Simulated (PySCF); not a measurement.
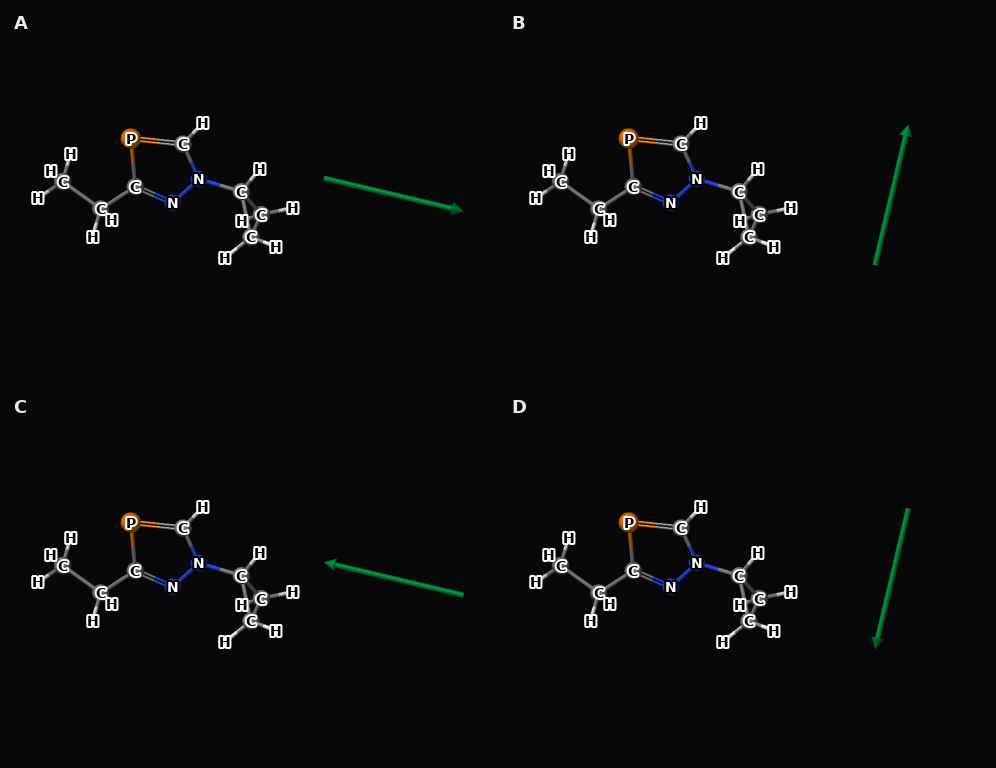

The same molecule four times, each with an arrow. Computed geometry: GFN2-xTB optimisation. No frequency run is at hand to confirm it as a minimum. Properties computed with PBE0/pcSseg-1, gas phase (PySCF 2.14.0).

Question: Which arrow points along the dipole moment, from the negative to the positive end?

Answer: A. The dipole moment is 2.44 D.

The geometry is semi-empirical. Around P such bond lengths and angles can be off by a tenth of an ångström or more and by several degrees, and values that hang on the shape move with them.
